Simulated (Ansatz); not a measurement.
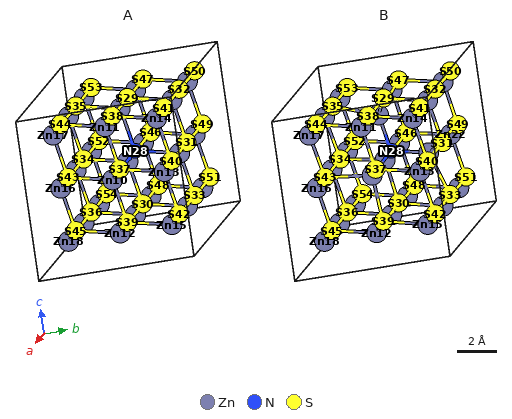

Two geometries of a defect cell of composition Zn27S26N (cell charge −1), drawn at one scale. One is the start of a relaxation, the other its converged end. Style: ball-and-stick. Shown: the cell of the calculation (origin shifted), slightly off an axis.

The calculation used DFT, PBE, plane-wave PAW, default files, scalar-relativistic, frozen cores in Ansatz 0.2.0. Settings: plane-wave cutoff 420 eV; k-point mesh 3 × 3 × 3; occupations fermi dirac; smearing width 0.01 eV; no spin polarisation; potentials kind: paw, frozen_core: stored; atoms relaxed in a fixed cell; force threshold 0.02 eV/Å; at most 50 steps.

Question: Which of the two is the end point?

Answer: Structure B is the relaxed one. Over 4 geometry steps the energy falls by 2.263 eV per cell of the calculation. Largest force component: 1.4 eV/Å at the start, 0.0042 eV/Å at the end. The largest moves, 0.37 Å, are those of Zn atoms. By element the largest moves are Zn 0.37 Å, S 0.05 Å. N stays in place. The cell doesn't change. Among the contacts that change: N–Zn 2.345 → 1.975 Å, S–Zn 2.345 → 2.438 Å, S–Zn 2.345 → 2.356 Å. Among the angles between lasting bonds that change: Zn–S–Zn 109.5° → 118.9°, S–Zn–S 109.5° → 100.5°, N–Zn–S 109.5° → 117.4°.

Limits of the set-up: the cell is charged, on a uniform background, and energies carry no finite-size correction.
